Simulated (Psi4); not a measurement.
AlH$_{2}$SF: single-point calculation (part 2 of 2)

The same run, continued: AlH$_{2}$SF; MP2/CBS, RHF (Psi4 1.11). The geometry comes from this level: PBE0-D4/def2-TZVP.

Geometry of the input (Å):
```
F  -1.2035  -1.5358  0.8775
Al -0.5139  -0.3091  0.0248
S  1.5361  0.1826  0.5335
H  -1.3411  0.4304  -1.0852
H  1.5723  1.1582  -0.3921
```

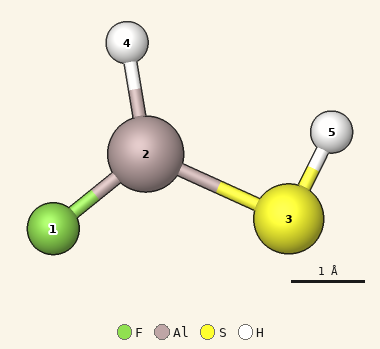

Figure 1. The input geometry (ball-and-stick view, seen on its broad side; atoms are numbered from 1 in the order of the input). Sticks mark near contacts.

The program's output, continued:
```
	-----------------------------------------------------------
	 ==================> DF-MP2 Energies <====================
	-----------------------------------------------------------
	 Reference Energy          =    -740.2605668129259584 [Eh]
	 Singles Energy            =      -0.0000000000000000 [Eh]
	 Same-Spin Energy          =      -0.1269251590137675 [Eh]
	 Opposite-Spin Energy      =      -0.4261000449024309 [Eh]
	 Correlation Energy        =      -0.5530252039161984 [Eh]
	 Total Energy              =    -740.8135920168421080 [Eh]
	-----------------------------------------------------------
	 ================> DF-SCS-MP2 Energies <==================
	-----------------------------------------------------------
	 SCS Same-Spin Scale       =       0.3333333333333333 [-]
	 SCS Opposite-Spin Scale   =       1.2000000000000000 [-]
	 SCS Same-Spin Energy      =      -0.0423083863379225 [Eh]
	 SCS Opposite-Spin Energy  =      -0.5113200538829171 [Eh]
	 SCS Correlation Energy    =      -0.5536284402208396 [Eh]
	 SCS Total Energy          =    -740.8141952531467496 [Eh]
	-----------------------------------------------------------

	total time  =          1 seconds =       0.02 minutes

    Psi4 run time: 0:00:03.85

    -----------------------------------------------------------------------
                               Psi4 1.11 release

    h
    h
    h

    -----------------------------------------------------------------------

    Memory:     1.5 GiB
    Threads:    1
                ecpint, einsums, f̶o̶r̶t̶e̶, gauxc, gcp, g̶d̶m̶a̶, geometric, g̶p̶u̶_̶d̶f̶c̶c̶,
                i̶n̶t̶e̶g̶r̶a̶t̶o̶r̶x̶x̶, i̶p̶i̶, libefp, m̶d̶i̶, m̶p̶2̶d̶, m̶r̶c̶c̶, ooo,
                o̶p̶e̶n̶f̶e̶r̶m̶i̶o̶n̶p̶s̶i̶4̶, pcmsolver, p̶s̶i̶4̶f̶o̶c̶k̶c̶i̶, p̶s̶i̶x̶a̶s̶,
                p̶y̶e̶i̶n̶s̶u̶m̶s̶, r̶e̶s̶p̶, s̶i̶m̶i̶n̶t̶, s̶n̶s̶m̶p̶2̶,
                v̶2̶r̶d̶m̶_̶c̶a̶s̶s̶c̶f̶

    SCF Algorithm Type (re)set to DF.

   => Loading Basis Set <=

    Name: CC-PVTZ
    Role: ORBITAL
    Keyword: BASIS

         ---------------------------------------------------------
                                   SCF
                              RHF Reference
                        1 Threads,   1525 MiB Core
         ---------------------------------------------------------

  ==> Geometry <==

    Molecular point group: c1
    Full point group: C1

    Geometry (in Bohr), charge = 0, multiplicity = 1:

       Center              X                  Y                   Z               Mass
    ------------   -----------------  -----------------  -----------------  -----------------
         F           -0.000028394617     1.468882765582    -3.168190738171    18.998403162730
         AL          -0.000028394617     1.468882765582    -0.058778679559    26.981538530000
         S           -0.000028394617    -2.203897491969     1.759340126671    31.972071174400
         H           -0.000099819556     4.042686260135     1.414942886490     1.007825032230
         H            0.002296051520    -1.141365628198     4.068902246164     1.007825032230

  Running in c1 symmetry.

  Rotational constants: A =      0.79232  B =      0.11926  C =      0.10366 [cm^-1]
  Rotational constants: A =  23753.25273  B =   3575.44278  C =   3107.66379 [MHz]
  Nuclear repulsion =  130.763163134140797

  Charge       = 0
  Multiplicity = 1
  Electrons    = 40
  Nalpha       = 20
  Nbeta        = 20

  ==> Algorithm <==

  SCF Algorithm Type is DF.
  DIIS enabled.
  MOM disabled.
  Fractional occupation disabled.
  Guess Type is SAD.
  Energy threshold   = 1.00e-08
  Density threshold  = 1.00e-08
  Integral threshold = 1.00e-12

  ==> Primary Basis <==

  Basis Set: CC-PVTZ
    Blend: CC-PVTZ
    Number of shells: 46
    Number of basis functions: 126
    Number of Cartesian functions: 143
    Spherical Harmonics?: true
    Max angular momentum: 3

   => Loading Basis Set <=

    Name: (CC-PVTZ AUX)
    Role: JKFIT
    Keyword: DF_BASIS_SCF

  ==> Integral Setup <==

  DFHelper Memory: AOs need 0.048 GiB; user supplied 1.118 GiB.
  SCF_SUBTYPE=INCORE selected. In-core MEM_DF algorithm will be used.
  Using in-core AOs.

  ==> MemDFJK: Density-Fitted J/K Matrices <==

    J tasked:                   Yes
    K tasked:                   Yes
    wK tasked:                   No
    Memory [MiB]:              1144
    Algorithm:                 Core
    Schwarz Cutoff:           1E-12
    Mask sparsity (%):       2.2298
    Fitting Condition:        1E-10

   => Auxiliary Basis Set <=

  Basis Set: (CC-PVTZ AUX)
    Blend: CC-PVTZ-JKFIT
    Number of shells: 119
    Number of basis functions: 381
    Number of Cartesian functions: 456
    Spherical Harmonics?: true
    Max angular momentum: 4

  Minimum eigenvalue in the overlap matrix is 3.1595016430E-03.
  Reciprocal condition number of the overlap matrix is 6.3851333172E-04.
    Using symmetric orthogonalization.

  ==> Pre-Iterations <==

  SCF Guess: Superposition of Atomic Densities via on-the-fly atomic UHF (no occupation information).

   -------------------------
    Irrep   Nso     Nmo
   -------------------------
     A        126     126
   -------------------------
    Total     126     126
   -------------------------

  ==> Iterations <==

                           Total Energy        Delta E     RMS |[F,P]|

   @DF-RHF iter SAD:  -739.32620247584509   -7.39326e+02   0.00000e+00
   @DF-RHF iter   1:  -740.16587268289572   -8.39670e-01   3.42135e-03 ADIIS/DIIS
   @DF-RHF iter   2:  -740.21742029288112   -5.15476e-02   2.32466e-03 ADIIS/DIIS
   @DF-RHF iter   3:  -740.24045136358745   -2.30311e-02   2.12684e-04 ADIIS/DIIS
   @DF-RHF iter   4:  -740.24117752625364   -7.26163e-04   8.30702e-05 DIIS
   @DF-RHF iter   5:  -740.24132168687436   -1.44161e-04   2.31591e-05 DIIS
   @DF-RHF iter   6:  -740.24133497566459   -1.32888e-05   4.66900e-06 DIIS
   @DF-RHF iter   7:  -740.24133552943113   -5.53767e-07   1.20950e-06 DIIS
   @DF-RHF iter   8:  -740.24133556186246   -3.24313e-08   2.83265e-07 DIIS
   @DF-RHF iter   9:  -740.24133556406741   -2.20496e-09   9.10815e-08 DIIS
   @DF-RHF iter  10:  -740.24133556433264   -2.65231e-10   2.45556e-08 DIIS
   @DF-RHF iter  11:  -740.24133556435379   -2.11458e-11   5.97822e-09 DIIS
  Energy and wave function converged.

  ==> Post-Iterations <==

    Orbital Energies [Eh]
    ---------------------

    Doubly Occupied:

       1A    -91.956818     2A    -58.515710     3A    -26.258332
       4A     -8.960960     5A     -6.642142     6A     -6.641199
       7A     -6.640564     8A     -4.929262     9A     -3.244819
      10A     -3.243762    11A     -3.242438    12A     -1.545555
      13A     -0.966016    14A     -0.684724    15A     -0.633022
      16A     -0.627803    17A     -0.551876    18A     -0.522667
      19A     -0.436986    20A     -0.397682

    Virtual:

      21A      0.061500    22A      0.095704    23A      0.118003
      24A      0.143571    25A      0.163211    26A      0.249066
      27A      0.268243    28A      0.275650    29A      0.282082
      30A      0.309778    31A      0.312478    32A      0.330221
      33A      0.379492    34A      0.393715    35A      0.455692
      36A      0.463559    37A      0.523404    38A      0.552261
      39A      0.564312    40A      0.607160    41A      0.636102
      42A      0.669198    43A      0.705993    44A      0.822509
      45A      0.829541    46A      0.851744    47A      0.860009
      48A      0.885704    49A      0.901301    50A      0.929445
      51A      1.002928    52A      1.006280    53A      1.046654
      54A      1.055860    55A      1.067705    56A      1.137408
      57A      1.142289    58A      1.154152    59A      1.175181
      60A      1.205593    61A      1.241354    62A      1.280644
      63A      1.391804    64A      1.466734    65A      1.495358
      66A      1.656955    67A      1.831424    68A      1.865109
      69A      1.903258    70A      1.917026    71A      1.936020
      72A      1.993962    73A      1.997640    74A      2.071748
      75A      2.149238    76A      2.157812    77A      2.199614
      78A      2.210053    79A      2.265126    80A      2.300800
      81A      2.347607    82A      2.398958    83A      2.494036
      84A      2.584560    85A      2.617287    86A      2.679267
      87A      2.700819    88A      2.774390    89A      2.923791
      90A      2.939301    91A      3.126011    92A      3.189599
      93A      3.407192    94A      3.563307    95A      3.581648
      96A      3.604574    97A      3.724418    98A      3.734842
      99A      3.908496   100A      3.956344   101A      4.014480
     102A      4.115757   103A      4.234724   104A      4.267995
     105A      4.285258   106A      4.301252   107A      4.399904
     108A      4.642930   109A      4.803653   110A      5.235787
     111A      5.353759   112A      5.534125   113A      5.856552
     114A      7.417601   115A      7.422564   116A      7.423550
     117A      7.424500   118A      7.429665   119A      7.444331
     120A      7.450842   121A      8.959476   122A      8.989691
     123A      9.165130   124A      9.236253   125A      9.286862
     126A     11.922065

    Final Occupation by Irrep:
              A
    DOCC [    20 ]
    NA   [    20 ]
    NB   [    20 ]

  @DF-RHF Final Energy:  -740.24133556435379

   => Energetics <=

    Nuclear Repulsion Energy =            130.7631631341407967
    One-Electron Energy =               -1288.7243236466797498
    Two-Electron Energy =                 417.7198249481851917
    Total Energy =                       -740.2413355643537898

Computation Completed

Properties will be evaluated at   0.000000,   0.000000,   0.000000 [a0]

Properties computed using the SCF density matrix

 Multipole Moments:

 ------------------------------------------------------------------------------------
     Multipole            Electronic (a.u.)      Nuclear  (a.u.)        Total (a.u.)
 ------------------------------------------------------------------------------------

 L = 1.  Multiply by 2.5417464519 to convert [e a0] to [Debye]
 Dipole X            :         -0.0008538            0.0011172            0.0002635
 Dipole Y            :          0.3935408           -0.0456184            0.3479224
 Dipole Z            :         -3.6352937            4.3554477            0.7201540
 Magnitude           :                                                    0.7997949

 ------------------------------------------------------------------------------------

	total time  =          1 seconds =       0.02 minutes

  //>>>>>>>>>>>>>>>>>>>>>>>>>>>>>>>>>>>//
  //               DFMP2               //
  //<<<<<<<<<<<<<<<<<<<<<<<<<<<<<<<<<<<//

   => Loading Basis Set <=

    Name: (CC-PVTZ AUX)
    Role: RIFIT
    Keyword: DF_BASIS_MP2

	 --------------------------------------------------------
	                          DF-MP2
	      2nd-Order Density-Fitted Moller-Plesset Theory
	              RMP2 Wavefunction,   1 Threads

	 --------------------------------------------------------

   => Auxiliary Basis Set <=

  Basis Set: (CC-PVTZ AUX)
    Blend: CC-PVTZ-RI
    Number of shells: 107
    Number of basis functions: 385
    Number of Cartesian functions: 483
    Spherical Harmonics?: true
    Max angular momentum: 4

	 --------------------------------------------------------
	                 NBF =   126, NAUX =   385
	 --------------------------------------------------------
	   CLASS    FOCC     OCC    AOCC    AVIR     VIR    FVIR
	   PAIRS      11      20       9     106     106       0
	 --------------------------------------------------------

	-----------------------------------------------------------
	 ==================> DF-MP2 Energies <====================
	-----------------------------------------------------------
	 Reference Energy          =    -740.2413355643537898 [Eh]
	 Singles Energy            =      -0.0000000000000000 [Eh]
	 Same-Spin Energy          =      -0.1212460173486163 [Eh]
	 Opposite-Spin Energy      =      -0.3863298086272190 [Eh]
	 Correlation Energy        =      -0.5075758259758353 [Eh]
	 Total Energy              =    -740.7489113903296811 [Eh]
	-----------------------------------------------------------
	 ================> DF-SCS-MP2 Energies <==================
	-----------------------------------------------------------
	 SCS Same-Spin Scale       =       0.3333333333333333 [-]
	 SCS Opposite-Spin Scale   =       1.2000000000000000 [-]
	 SCS Same-Spin Energy      =      -0.0404153391162054 [Eh]
	 SCS Opposite-Spin Energy  =      -0.4635957703526628 [Eh]
	 SCS Correlation Energy    =      -0.5040111094688682 [Eh]
	 SCS Total Energy          =    -740.7453466738226098 [Eh]
	-----------------------------------------------------------

	total time  =          0 seconds =       0.00 minutes

    Psi4 run time: 0:00:01.51

  //>>>>>>>>>>>>>>>>>>>>>>>>>>>>>>>>>>>//
  //            CBS Results            //
  //<<<<<<<<<<<<<<<<<<<<<<<<<<<<<<<<<<<//

   ==> Components <==

  ---------------------------------------------------------------------------------------------------------
                          Method / Basis                      Rqd      Energy [Eh]   Variable
  ---------------------------------------------------------------------------------------------------------
                              hf / cc-pvtz                     *     -740.24133556   HF TOTAL ENERGY
                             mp2 / cc-pvtz                     *     -740.74891139   MP2 TOTAL ENERGY
                              hf / cc-pvqz                     *     -740.26056681   HF TOTAL ENERGY
                             mp2 / cc-pvqz                     *     -740.81359202   MP2 TOTAL ENERGY
  ---------------------------------------------------------------------------------------------------------

   ==> Stages <==

  ---------------------------------------------------------------------------------------------------------
      Stage               Method / Basis                       Wt      Energy [Eh]   Scheme
  ---------------------------------------------------------------------------------------------------------
        scf                   hf / cc-pvqz                      1    -740.26056681   xtpl_highest_1
       corl                  mp2 / cc-pv[tq]z                   1    -740.86079139   corl_xtpl_helgaker_2
       corl                   hf / cc-pv[tq]z                  -1    -740.27460043   corl_xtpl_helgaker_2
  ---------------------------------------------------------------------------------------------------------

   ==> CBS <==

  ---------------------------------------------------------------------------------------------------------
      Stage               Method / Basis                               Energy [Eh]   Scheme
  ---------------------------------------------------------------------------------------------------------
        scf                   hf / cc-pvqz                           -740.26056681   xtpl_highest_1
       corl                  mp2 / cc-pv[tq]z                          -0.58619097   corl_xtpl_helgaker_2
      total                  CBS                                     -740.84675778
  ---------------------------------------------------------------------------------------------------------
```

Standard output:
```
E = -740.846757779
```

Key numbers:

- outcome: converged
- total energy: −740.846758 hartree
- correlation energy: −0.586191 hartree
- hardware: 1 thread of Intel Xeon (Granite Rapids), 16 GiB of memory available, shared host
- wall time: 8.1 s
- peak memory: 0.53 GiB
